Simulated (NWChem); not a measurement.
# C3H9B (SMILES CBCC) at 3 levels

We compute a comparison of 3 runs (HF/def2-SVP, PBE0/def2-SVP, TPSS/cc-pVDZ) of C3H9B. 

Program for the calculation: NWChem 7.3.0.

### 1 The system as given

C3H9B has 13 atoms, charge 0, and is taken as a singlet. As SMILES, `CBCC`. The shape is that of a PBE0-D4/def2-TZVP optimisation. This is one conformer, not always the lowest.

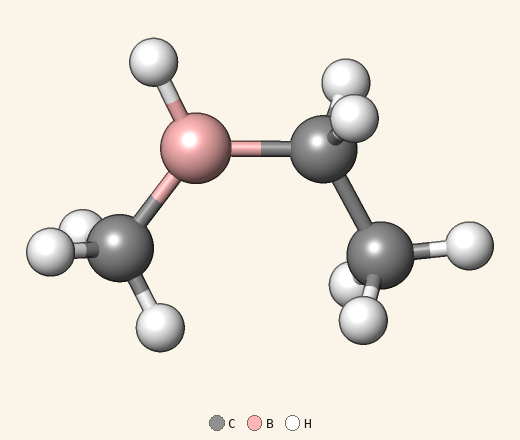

Viewed from a chosen angle; carbon grey, boron pink, hydrogen white.

### 2 Energy and forces at HF/def2-SVP (run 1)

struct.xyz

```xyz
13

C     -0.939600     1.209400     0.842800
B      0.521800     0.698500     0.672200
C      0.958200    -0.497200    -0.231700
C     -0.108300    -1.258900    -1.005500
H     -1.009100     2.135500     0.250500
H     -1.161600     1.518100     1.868300
H     -1.721900     0.538100     0.483700
H      1.397600     1.288700     1.252200
H      1.528700    -1.179400     0.418300
H      1.735100    -0.114400    -0.911000
H     -0.847400    -1.703300    -0.333800
H      0.318300    -2.069000    -1.602300
H     -0.651300    -0.600800    -1.689000
```

struct.nw

```
start struct
memory total 2200 mb
charge 0

geometry units angstroms noautosym nocenter noautoz
  load format xyz struct.xyz
end

basis spherical bse
  C library def2-SVP
  B library def2-SVP
  H library def2-SVP
end

scf
  thresh 1e-08
  maxiter 80
  print medium
end

task scf gradient
```

Command:

```console
nwchem struct.nw > struct.out
```

The program printed:

```text
[...]
  functions       =   101
[...]
  wavefunction    = RHF
[...]
         Total SCF energy =   -143.424479975723
      One-electron energy =   -416.316656682130
      Two-electron energy =    159.393316403800
 Nuclear repulsion energy =    113.498860302608
        Time for solution =     28.9s
[...]
                         RHF ENERGY GRADIENTS
    atom               coordinates                        gradient
                 x          y          z           x          y          z
   1 C      -1.775587   2.285435   1.592661    0.010863  -0.007040  -0.001110
   2 B       0.986059   1.319974   1.270274   -0.004530  -0.002736  -0.004033
   3 C       1.810735  -0.939572  -0.437850   -0.009619   0.006864   0.004145
   4 C      -0.204657  -2.378976  -1.900119    0.002714   0.002202   0.002099
   5 H      -1.906922   4.035510   0.473376   -0.000131   0.001016   0.000149
   6 H      -2.195106   2.868793   3.530575    0.000040   0.001265   0.000145
   7 H      -3.253919   1.016862   0.914060   -0.000600  -0.000530  -0.001153
   8 H       2.641081   2.435290   2.366315   -0.001394  -0.001128  -0.000978
   9 H       2.888824  -2.228743   0.790472    0.001605  -0.000140   0.000384
  10 H       3.278864  -0.216185  -1.721540    0.001648   0.000077   0.000151
  11 H      -1.601354  -3.218770  -0.630791   -0.000429   0.000155   0.000558
[...]
```

It took 36 s on 1 thread of AMD EPYC, shared host; peak memory 0.1 GiB.

### 3 Energy and forces at PBE0/def2-SVP (run 2)

sp.xyz

```xyz
13

C     -0.939600     1.209400     0.842800
B      0.521800     0.698500     0.672200
C      0.958200    -0.497200    -0.231700
C     -0.108300    -1.258900    -1.005500
H     -1.009100     2.135500     0.250500
H     -1.161600     1.518100     1.868300
H     -1.721900     0.538100     0.483700
H      1.397600     1.288700     1.252200
H      1.528700    -1.179400     0.418300
H      1.735100    -0.114400    -0.911000
H     -0.847400    -1.703300    -0.333800
H      0.318300    -2.069000    -1.602300
H     -0.651300    -0.600800    -1.689000
```

sp.nw

```
start sp
memory 2200 mb

geometry noautosym nocenter noautoz
  load format xyz sp.xyz
end

basis spherical bse
  * library def2-SVP
end

dft
  xc pbe0
  grid fine
  convergence energy 1e-08
  iterations 100
  mulliken
end

task dft gradient
```

Command:

```console
nwchem sp.nw > sp.out
```

The program printed, shortened:

```text
[...]
          Wavefunction type:  closed shell.
          No. of atoms     :    13
          No. of electrons :    32
[...]
          Charge           :     0
          Spin multiplicity:     1
[...]
          AO basis - number of functions:   101
[...]
              XC Information
              --------------
                         PBE0 Method XC Functional
                     Hartree-Fock (Exact) Exchange  0.250
          PerdewBurkeErnzerhof Exchange Functional  0.750
            Perdew 1991 LDA Correlation Functional  1.000 local
           PerdewBurkeErnz. Correlation Functional  1.000 non-local
[...]
 d= 0,ls=0.0,diis     1   -144.2539115501 -2.58D+02  5.53D-03  2.55D-01     7.1
[...]
 d= 0,ls=0.0,diis     8   -144.2876748316 -4.62D-10  1.01D-06  1.86D-08    42.2
         Total DFT energy =     -144.287674831553
      One electron energy =     -416.765904656333
           Coulomb energy =      182.469283809017
    Exchange-Corr. energy =      -23.489914286844
 Nuclear repulsion energy =      113.498860302608
[...]
      Total Density - Mulliken Population Analysis
     ---------------------------------------------
[...]
  wavefunction    = closed shell
                         DFT ENERGY GRADIENTS
    atom               coordinates                        gradient
                 x          y          z           x          y          z
   1 C      -1.775587   2.285435   1.592661   -0.001575   0.001127   0.000043
   2 B       0.986059   1.319974   1.270274    0.001834   0.001101   0.001010
   3 C       1.810735  -0.939572  -0.437850    0.005043   0.001416   0.001974
   4 C      -0.204657  -2.378976  -1.900119   -0.004039  -0.002398  -0.002534
   5 H      -1.906922   4.035510   0.473376   -0.000132  -0.003995   0.002572
   6 H      -2.195106   2.868793   3.530575    0.000858  -0.001653  -0.005125
   7 H      -3.253919   1.016862   0.914060    0.003932   0.003387   0.001867
   8 H       2.641081   2.435290   2.366315   -0.004299  -0.002999  -0.002849
   9 H       2.888824  -2.228743   0.790472   -0.002902   0.002534  -0.003260
  10 H       3.278864  -0.216185  -1.721540   -0.003871  -0.002119   0.002623
  11 H      -1.601354  -3.218770  -0.630791    0.003964   0.002448  -0.003176
[...]
```

Wall time 53 s (1 thread of AMD EPYC, shared host); peak memory 0.12 GiB.

### 4 Energy and forces at TPSS/cc-pVDZ (run 3)

test.nw

```
start test
title "C3H9B TPSS"
memory 2200 mb

geometry units angstroms noautosym nocenter noautoz
  C     -0.939600     1.209400     0.842800
  B      0.521800     0.698500     0.672200
  C      0.958200    -0.497200    -0.231700
  C     -0.108300    -1.258900    -1.005500
  H     -1.009100     2.135500     0.250500
  H     -1.161600     1.518100     1.868300
  H     -1.721900     0.538100     0.483700
  H      1.397600     1.288700     1.252200
  H      1.528700    -1.179400     0.418300
  H      1.735100    -0.114400    -0.911000
  H     -0.847400    -1.703300    -0.333800
  H      0.318300    -2.069000    -1.602300
  H     -0.651300    -0.600800    -1.689000
end

basis spherical bse
  * library cc-pVDZ
end

dft
  xc xtpss03 ctpss03
  grid fine
  convergence energy 1e-08
  iterations 100
  mulliken
end

task dft gradient
```

Command:

```console
nwchem test.nw > test.out
```

The program printed:

```text
[...]
          Wavefunction type:  closed shell.
          No. of atoms     :    13
          No. of electrons :    32
[...]
          Charge           :     0
          Spin multiplicity:     1
[...]
          AO basis - number of functions:   101
[...]
              XC Information
              --------------
                  TPSS metaGGA Exchange Functional  1.000
             TPSS03 metaGGA Correlation Functional  1.000
[...]
 d= 0,ls=0.0,diis     1   -144.5733473871 -2.58D+02  6.25D-03  2.87D-01    12.7
[...]
 d= 0,ls=0.0,diis     8   -144.6151311690  2.16D-09  1.65D-06  6.11D-08    79.3
         Total DFT energy =     -144.615131169047
      One electron energy =     -416.925672753174
           Coulomb energy =      182.589374625337
    Exchange-Corr. energy =      -23.777693343818
 Nuclear repulsion energy =      113.498860302608
[...]
      Total Density - Mulliken Population Analysis
     ---------------------------------------------
    Atom       Charge   Shell Charges
 -----------   ------   -------------------------------------------------------
    1 C    6     6.07   2.01  0.65  0.40  2.13  0.84  0.03
    2 B    5     4.99   2.01  0.62  0.32  1.52  0.39  0.12
    3 C    6     6.07   2.01  0.66  0.42  2.13  0.80  0.05
    4 C    6     6.03   2.01  0.66  0.35  2.11  0.84  0.05
    5 H    1     0.96   0.74  0.18  0.03
    6 H    1     0.97   0.75  0.19  0.03
    7 H    1     0.99   0.76  0.20  0.03
    8 H    1     1.05   0.77  0.27  0.01
    9 H    1     0.97   0.76  0.19  0.03
   10 H    1     0.97   0.76  0.19  0.03
[...]
  wavefunction    = closed shell
                         DFT ENERGY GRADIENTS
    atom               coordinates                        gradient
                 x          y          z           x          y          z
   1 C      -1.775587   2.285435   1.592661   -0.001867   0.002219  -0.000517
   2 B       0.986059   1.319974   1.270274   -0.001456  -0.001082  -0.001338
   3 C       1.810735  -0.939572  -0.437850    0.002449  -0.001676  -0.000801
   4 C      -0.204657  -2.378976  -1.900119   -0.000953   0.000850   0.000512
   5 H      -1.906922   4.035510   0.473376    0.000732  -0.007175   0.004381
   6 H      -2.195106   2.868793   3.530575    0.002058  -0.002723  -0.007935
   7 H      -3.253919   1.016862   0.914060    0.006437   0.004692   0.002683
   8 H       2.641081   2.435290   2.366315   -0.003613  -0.002577  -0.002406
   9 H       2.888824  -2.228743   0.790472   -0.004548   0.005278  -0.004707
  10 H       3.278864  -0.216185  -1.721540   -0.006132  -0.002607   0.005204
  11 H      -1.601354  -3.218770  -0.630791    0.005686   0.003522  -0.005104
[...]
```

It took 1.7 min on 1 thread of AMD EPYC, shared host; peak memory 0.12 GiB.

### 5 All runs side by side

```tsv
run	level	iteration cap	module	energy (Eh)	dipole moment (D)	HOMO energy (eV)	LUMO energy (eV)	wall time
1	HF/def2-SVP	80	scf	-143.424480	0.29	-11.83	3.25	36 s
2	PBE0/def2-SVP	100	dft	-144.287675	0.39	-8.34	-0.49	53 s
3	TPSS/cc-pVDZ	100	dft	-144.615131	0.40	-7.04	-1.29	1.7 min
```

### 6 What came out

| quantity | value |
| --- | --- |
| run 3: total energy | -144.61513 Eh |
| run 3: dipole moment | 0.40 D |
| run 3: HOMO energy | -7.04 eV |
| run 3: LUMO energy | -1.29 eV |
| run 3: HOMO–LUMO gap | 5.75 eV |
| run 3: largest force on an atom | 0.444 eV/Å |

What this shows: The dipole moment (its size) runs from 0.29 D (HF/def2-SVP) to 0.40 D (TPSS/cc-pVDZ). The two ends differ in method and basis. The HOMO–LUMO gap runs from 5.75 eV (TPSS/cc-pVDZ) to 15.08 eV (HF/def2-SVP). Totals of different functionals can't be ranked against each other. All runs together took 3.2 min, the longest 1.7 min.
